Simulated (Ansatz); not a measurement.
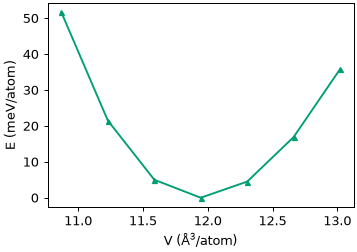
Figure: Cu (fcc (Cu type), space group No. 225) under volume change, DFT-PBE in the program Ansatz with PAW potentials, scaled uniformly.

Task: What does a third-order Birch–Murnaghan fit give for V₀, B₀ and B′?

Result: V₀ = 11.95 Å³/atom, B₀ = 141 GPa, B′ = 5.0.

Space group Fm-3m (fcc (Cu type)). The cell was relaxed with PBE under the symmetry of its start. No spin polarisation was allowed.

Potentials: the later of the program's two PAW sets.
